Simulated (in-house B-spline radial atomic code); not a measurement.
Many-body perturbation calculation, with input and output: F⁷⁺

- system: F⁷⁺.
- method: configuration interaction of two valence electrons with many-body perturbation theory for the core (screened one- and two-electron correlation potentials), Breit and QED, no-pair Dirac, B-spline basis (in-house B-spline radial atomic code)

Input:
```
basis_form = 3
Z = 9
core_configuration = 
rms_radius = 2.8976
mass_number = 19
speed_of_light = 137.035999084
box_radius = 10.0
lmax = 6
intervals = 64
virtual_cutoff = 300.0
```

Hardware: 1 CPU thread, shared host.

Launched within a batch (the task file carries these settings):
```bash
python <driver script> task.json out
```

The program writes its results to a structured record and prints no log; tables and figures of this report are taken from that record.

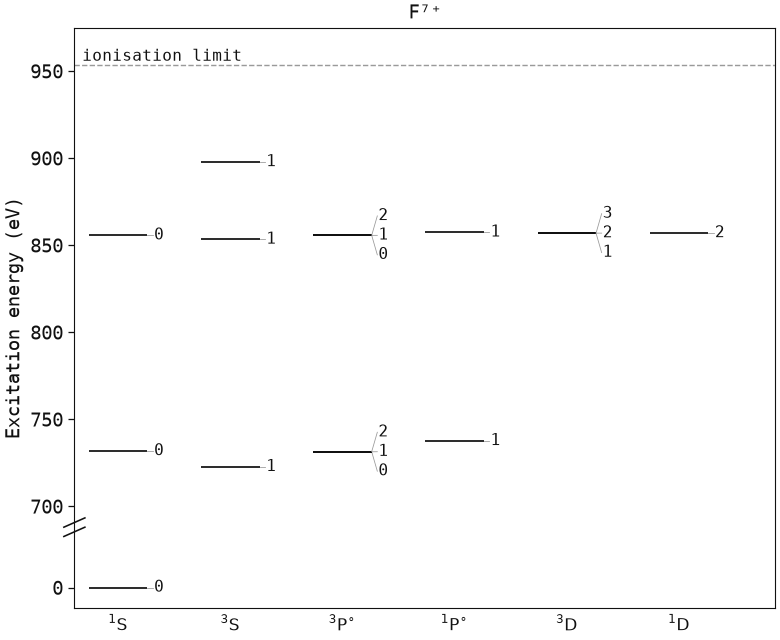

Figure 1. Levels of F⁷⁺, two electrons outside the core bare nucleus. CI+MBPT: configuration interaction in the frozen-core Dirac–Hartree–Fock potential with screened core-valence correlation, Breit and QED terms; computed with a B-spline radial code. The lowest level is 1s² ¹S₀. The first excited level, 1s 2s ³S₁, lies at 723 eV. The lowest level of opposite parity, 1s 2p ³P°₀, is at 731 eV. The ionisation energy is 953.7 eV, against 954.1 eV from CI without core-valence correlation and a tabulated theoretical value of 953.9 eV.

```
     Level  E (eV)
   1s² ¹S₀       0
 1s 2s ³S₁   722.7
1s 2p ³P°₀   731.3
1s 2p ³P°₁   731.3
1s 2p ³P°₂   731.4
 1s 2s ¹S₀   731.7
1s 2p ¹P°₁   737.6
 1s 3s ³S₁   853.3
1s 3p ³P°₀   855.6
1s 3p ³P°₁   855.6
1s 3p ³P°₂   855.7
 1s 3s ¹S₀   855.7
 1s 3d ³D₁   856.9
 1s 3d ³D₂   856.9
 1s 3d ³D₃   856.9
 1s 3d ¹D₂   857.0
```

Key numbers:

- outcome: converged
- wall time: 37 s
